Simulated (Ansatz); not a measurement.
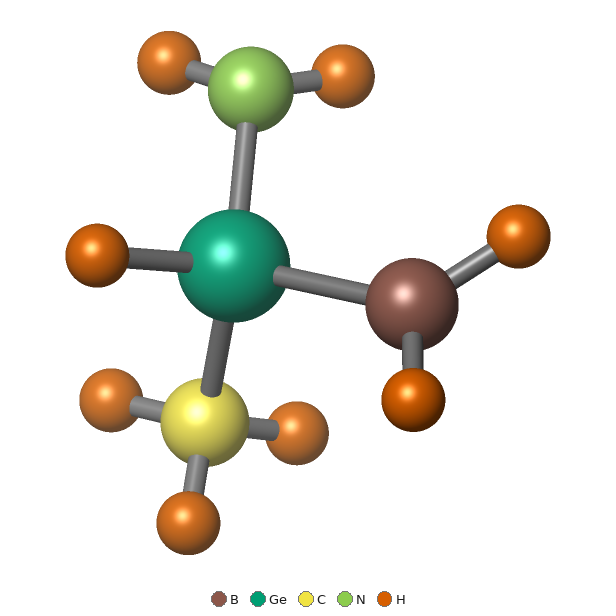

Computed geometry: PBE0-D4/def2-TZVP optimisation. No frequency run is at hand to confirm it as a minimum. Program: Ansatz 0.2.0.

Compare HOMO energy (eV), dipole (D), HOMO–LUMO gap (eV) at these levels: B3LYP-D4/def2-TZVPP; PBE-D4/def2-TZVPP; r2SCAN-D4/def2-TZVPP; ωB97M-V/def2-TZVPP.

```csv
level,HOMO energy (eV),dipole (D),HOMO–LUMO gap (eV)
B3LYP-D4/def2-TZVPP,−6.68,1.38,4.20
PBE-D4/def2-TZVPP,−5.53,1.41,2.27
r2SCAN-D4/def2-TZVPP,−5.82,1.42,2.91
ωB97M-V/def2-TZVPP,−9.24,1.37,8.90
```
